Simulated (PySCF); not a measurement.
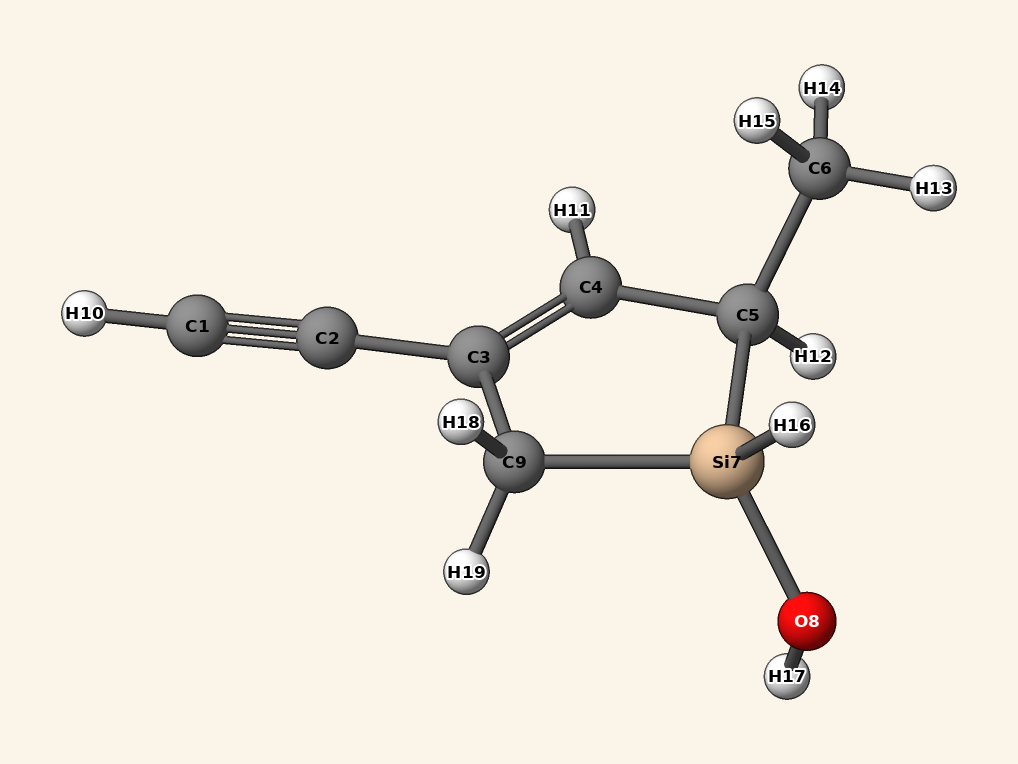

The questions are on isotropic NMR shieldings of the H atoms. Computed geometry: GFN2-xTB optimisation. No frequency run is at hand to confirm it as a minimum. Properties computed with GIAO PBE0/pcSseg-1 NMR shielding, non-relativistic, gas phase (PySCF 2.14.0).

Give the isotropic NMR shieldings of the H atoms atom by atom.

```json
{"atom": "H10", "σ (ppm)": "29.03"}
{"atom": "H11", "σ (ppm)": "25.25"}
{"atom": "H12", "σ (ppm)": "29.86"}
{"atom": "H13", "σ (ppm)": "30.33"}
{"atom": "H14", "σ (ppm)": "30.32"}
{"atom": "H15", "σ (ppm)": "31.05"}
{"atom": "H16", "σ (ppm)": "26.73"}
{"atom": "H17", "σ (ppm)": "30.47"}
{"atom": "H18", "σ (ppm)": "29.90"}
{"atom": "H19", "σ (ppm)": "30.19"}
```

The geometry is semi-empirical. Around Si such bond lengths and angles can be off by a tenth of an ångström or more and by several degrees, and values that hang on the shape move with them.
